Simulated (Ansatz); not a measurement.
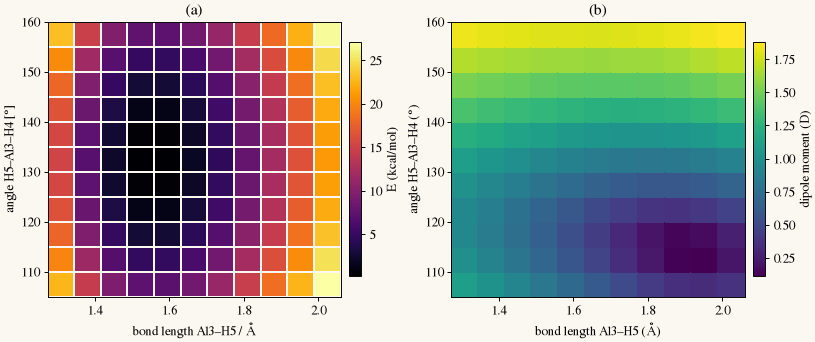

CH2AlO, SMILES O=[C][AlH2], spin multiplicity 2. First axis: bond length Al3–H5. Second axis: angle H5–Al3–H4. Nothing is relaxed (all other coordinates rigid). The grid has 11 × 11 points. Energies are in kcal/mol, from the relaxed molecule at the same level. The calculation used UKS BHLYP-D4/def2-TZVP (Ansatz 0.2.0).

Panel (a) is the energy; panel (b) is the computed dipole moment, in D.

In the figure: one coloured cell a grid point.

> How does the dipole moment vary over the map, and what is it at the lowest grid point?

Leaving out the highest fifth of the energies, it runs from 0.12 D at bond length Al3–H5 = 1.881 Å, angle H5–Al3–H4 = 112.5° to 1.81 D at bond length Al3–H5 = 1.379 Å, angle H5–Al3–H4 = 157.5°. At the lowest grid point, bond length Al3–H5 = 1.523 Å, angle H5–Al3–H4 = 132.5°, it is 0.93 D.
